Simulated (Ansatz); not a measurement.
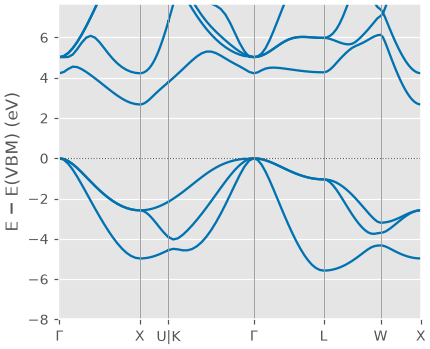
Figure. Band structure from the program Ansatz at the PBE level (PAW)

Q: Read off the gap and where the band edges lie.

A: About 2.7 eV (2.67 eV by a search for the band edges); maximum at Γ, minimum at X.

Q: Pick the material that matches.
(A) CuI, zinc blende
(B) ZnSe, zinc blende
(C) CdS, zinc blende
(D) BeSe, zinc blende

A: D, BeSe, zinc blende

Space group F-43m (zinc blende). The cell was relaxed with PBE under the symmetry of its start. Spin–orbit coupling is left out wherever it is not named.

Potentials: the later of the program's two PAW sets.
